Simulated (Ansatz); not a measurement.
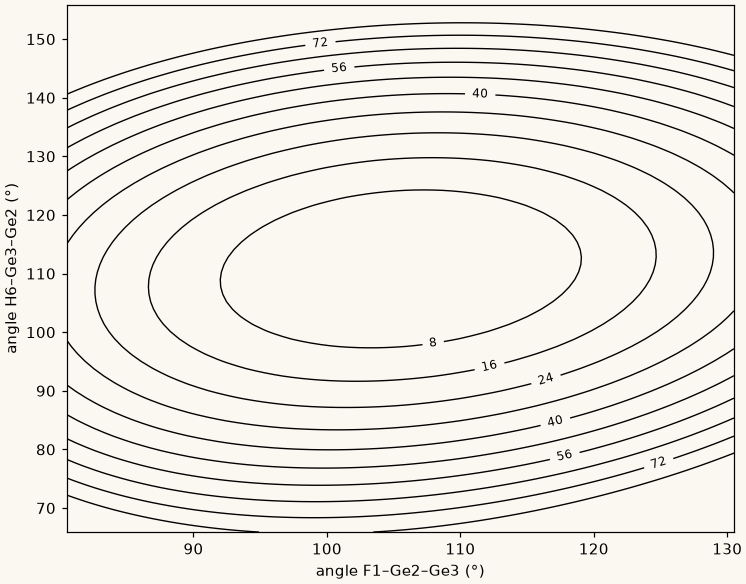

Energy landscape of FGe₂H₄, SMILES [F][GeH][GeH3], spin multiplicity 2. The first coordinate is: angle F1–Ge2–Ge3; the second: angle H6–Ge3–Ge2. Nothing is relaxed (all other coordinates rigid). The grid has 9 × 9 points. Points are written as (first, second). All energies are given in kJ/mol relative to the relaxed molecule at the same level. Level of theory: Ansatz 0.2.0, UKS PBE-D4/def2-SVP.

Drawn: contour lines labelled in kJ/mol (none above 80). Between grid points the surface is interpolated. 

Q: Describe this landscape.

A: The lowest grid point is at (105.5°, 110.9°), 0 kJ/mol from the relaxed molecule at the same level. It is the only kind of minimum in the scanned range. The highest grid point, (80.5°, 155.9°), lies 138 kJ/mol above the lowest. Round the minimum the two coordinates are weakly coupled (coupling −0.14 in units of the two stiffnesses).

The values on the grid:

| angle H6–Ge3–Ge2 ↓, angle F1–Ge2–Ge3 → | 80.5 | 86.7 | 93.0 | 99.2 | 105.5 | 111.7 | 118.0 | 124.2 | 130.5 |
| --- | --- | --- | --- | --- | --- | --- | --- | --- | --- |
| 155.9 | 138 | 120 | 107 | 98 | 93 | 92 | 95 | 101 | 111 |
| 144.6 | 93 | 77 | 64 | 56 | 52 | 52 | 55 | 62 | 72 |
| 133.4 | 61 | 45 | 34 | 27 | 23 | 23 | 27 | 34 | 45 |
| 122.1 | 39 | 25 | 15 | 8 | 6 | 7 | 11 | 19 | 31 |
| 110.9 | 30 | 16 | 7 | 2 | 0 | 2 | 7 | 15 | 28 |
| 99.6 | 31 | 19 | 11 | 6 | 6 | 8 | 14 | 24 | 37 |
| 88.4 | 44 | 32 | 25 | 22 | 22 | 26 | 33 | 43 | 57 |
| 77.1 | 67 | 56 | 49 | 47 | 49 | 53 | 61 | 72 | 87 |
| 65.9 | 99 | 87 | 81 | 79 | 81 | 86 | 94 | 105 | 120 |

The input of one point:

```yaml
crystal:
  periodic: [false, false, false]
  atoms:
    - { symbol: F, position_ang: [-2.057052, -1.33809, 0.458969] }
    - { symbol: Ge, position_ang: [-0.437148, -1.41402, -0.266089] }
    - { symbol: Ge, position_ang: [0.412863, 0.906116, -0.227987] }
    - { symbol: H, position_ang: [0.357788, -2.392413, 0.685095] }
    - { symbol: H, position_ang: [-0.488401, 1.790071, -1.124772] }
    - { symbol: H, position_ang: [0.41444, 1.472174, 1.219036] }
    - { symbol: H, position_ang: [1.859014, 0.908264, -0.790384] }
magnetization:
  spin_polarized: true
  initial_magnetization: 1
basis:
  gaussian: { orbitals: def2-SVP }
hamiltonian:
  xc: pbe
  dispersion: d4
output:
  forces: true
```

Each point was launched as `ansatz run input.yaml --threads 1 --pin off --max-ram 2560MiB --backend cpu --events-out ev --progress --plain --runs-dir out`. The whole map (81 points run) took 12 min on 1 thread of Arm Neoverse V2, with other jobs on the host.
